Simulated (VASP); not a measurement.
Shape and ions are relaxed at each volume.

Energy against volume of Se (trig). Computed with r2SCAN+rVV10, VASP's PBE PAW potentials (set 64) (plane waves; VASP).

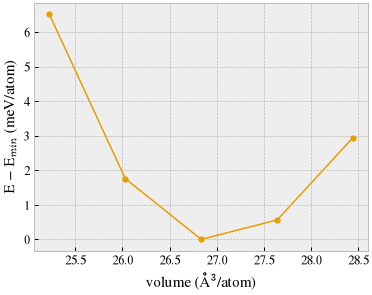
Figure. Energy against volume

**Question.** Estimate the equilibrium volume and the bulk modulus.

**Answer.** The minimum lies near 27.0 Å³/atom, and the curvature gives B0 of about 15 GPa.

The compound is Se in the trig structure. It was relaxed first.
